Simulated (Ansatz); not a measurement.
## Electronic structure of Cl4FH2STa in real space

```xyz
9

Ta   -0.1664    0.0586    0.1854
F     1.6617    0.4803    0.2579
Cl   -0.2292    0.4672    2.4972
Cl    0.2736   -0.8933   -1.9286
Cl   -1.0079    2.0520   -0.5264
Cl   -2.1188   -1.2300    0.3453
S     1.0416   -2.4472    1.1630
H     1.1311   -3.1396    0.0246
H     2.3156   -2.0431    1.1530
```

Core potentials replace the inner electrons of Ta.

Method: RHF/def2-SVP in Ansatz 0.2.0.

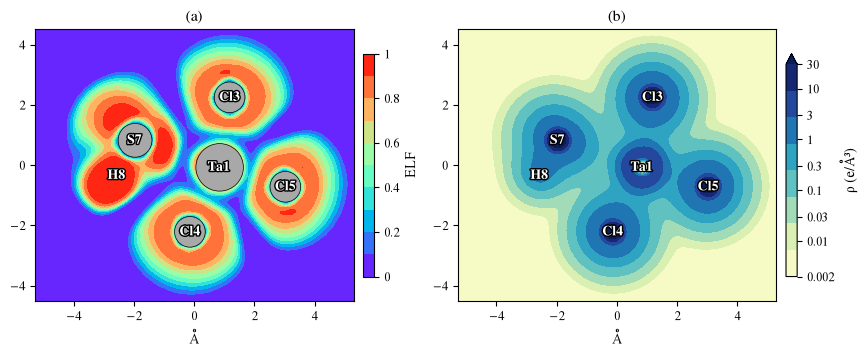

Figure 1. (a) ELF; (b) electron density on the plane of atoms Cl3, Ta1 and S7. Grey discs cover the atomic cores in the ELF map.

Interpret the plot.

The plane passes through Ta, Cl, S and H nuclei.
Ta–Cl (2.28 Å): ρ is about 0.72 e/Å³ halfway; the ELF peaks at about 0.85 in the valence shell of Cl, 0.8 Å from its nucleus, and is about 0.45 at the midpoint.
Ta–S (2.95 Å): ρ at the midpoint is about 0.21 e/Å³; the ELF peaks at about 0.95 in the valence shell of S, 1.0 Å from its nucleus, and is about 0.45 at the midpoint.
S–H (1.34 Å): the density is about 1.5 e/Å³ at the midpoint; the ELF climbs to about 1 towards the hydrogen, as it does in any bond to H.
Ta–Cl (2.35 Å): ρ is about 0.62 e/Å³ halfway; the ELF peaks at about 0.85 in the valence shell of Cl, 0.9 Å from its nucleus, and is about 0.40 at the midpoint.

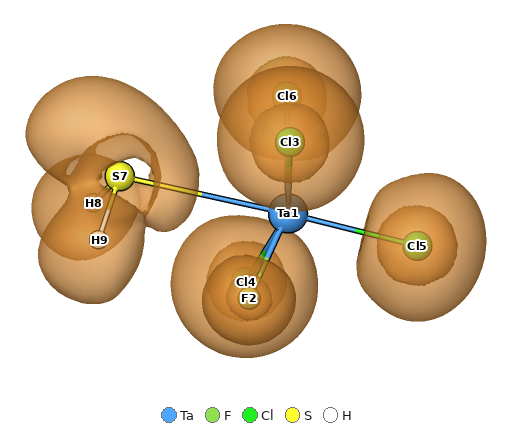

Figure 2. Isosurface of the ELF at 0.75 (orange), seen from one side. Core shells and regions of very low density are left out.

Identify the bonds, lone pairs and shells in this picture.

At this value the surface marks out four regions wrapped around Cl (the valence shell of each), one region wrapped around F (its valence shell) and one joined region spread over several atoms (H, S), in which their bonds and any lone pairs are merged.


Ta–F (1.88 Å): the ELF peaks at about 0.85 in the valence shell of F, 0.5 Å from its nucleus, and drops to about 0.20 between the two atoms.

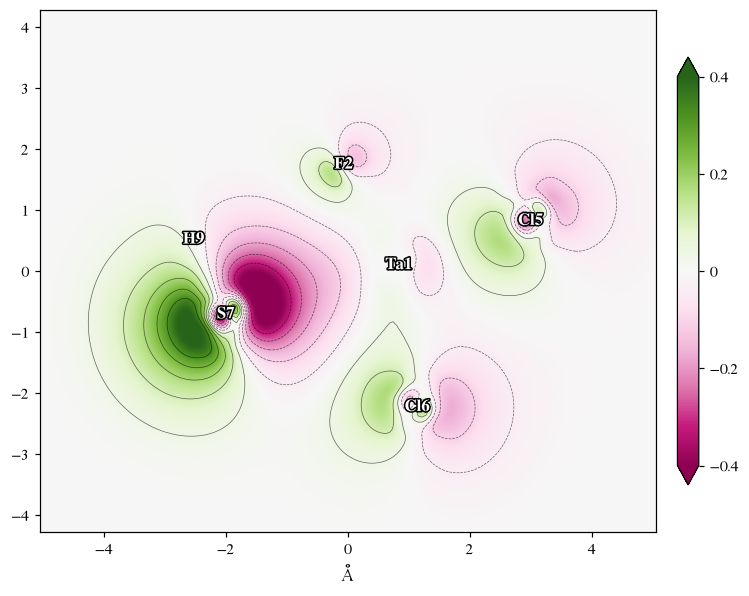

Figure 3. One frontier orbital on the plane of atoms F2, Ta1 and Cl6 (values in Å⁻³ᐟ²; the overall sign is arbitrary).

Which orbital is it: HOMO or LUMO?

The HOMO, at −12.02 eV. It lies mainly on S7 (about 55 %), Cl4 (about 20 %) and Cl3 (about 10 %); largely a combination of lone pairs on S7, Cl4 and Cl3.
